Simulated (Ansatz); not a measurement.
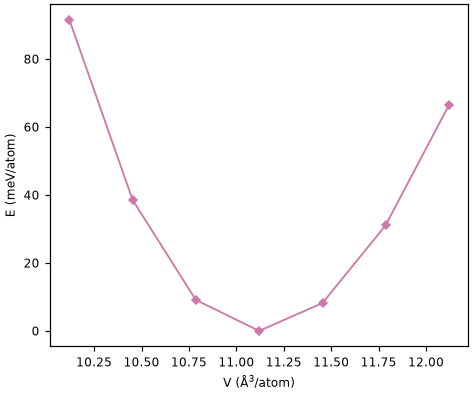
Fig. 1. HfScTaN₃ in space group P3m1 (No. 156; Pearson symbol hP6) under volume change, r²SCAN in the plane-wave PAW code Ansatz, shape and atoms relaxed at each volume.

**Question.** What does a third-order Birch–Murnaghan fit give for V₀, B₀ and B′?

**Answer.** V₀ = 11.12 Å³/atom, B₀ = 276 GPa, B′ = 4.3.

The start of the workflow was typed in or built on a structure type; neither database checked (COD, Materials Project) lists it. Its standing as an ambient phase is unchecked. Symmetry was held in the r²SCAN relaxation; its stability against distortions is not shown here. No spin polarisation was allowed. Spin–orbit coupling is left out wherever it is not named.

Potentials: the later of the program's two PAW sets.
